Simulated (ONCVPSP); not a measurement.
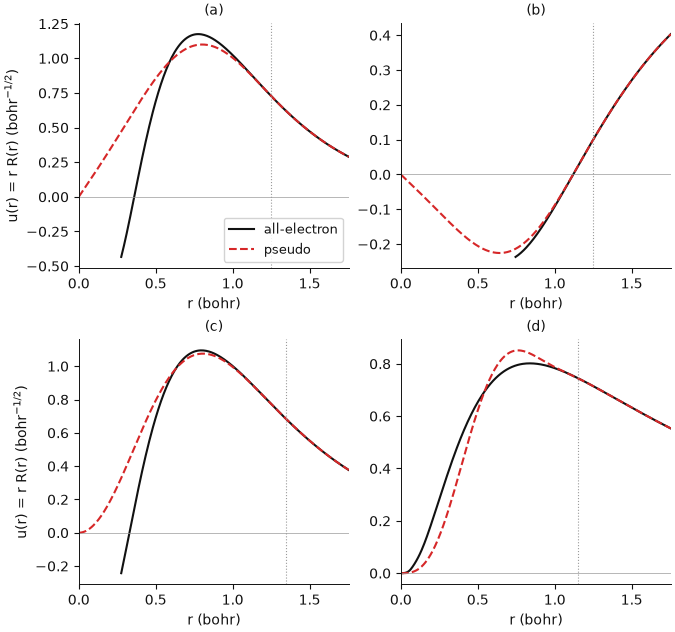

All-electron valence functions (solid) with their pseudo partners (dashed). Dotted lines mark the matching radii. The all-electron curves start outside the innermost oscillations, which aren't drawn.

ONCVPSP 4.0.1, PW91, scalar-relativistic. The levels are (a) -73.98 eV, (b) -4.05 eV, (c) -45.48 eV, (d) -2.97 eV.

> Which element and which shells are these?

Chromium (Cr), core [Ne], valence 3s2 3p6 3d5 4s1 (neutral): (a) 3s, (b) 4s, (c) 3p, (d) 3d.

> Are the pseudo-waves norm-conserving?

Yes. The ONCV scheme keeps the all-electron norm inside the radius.
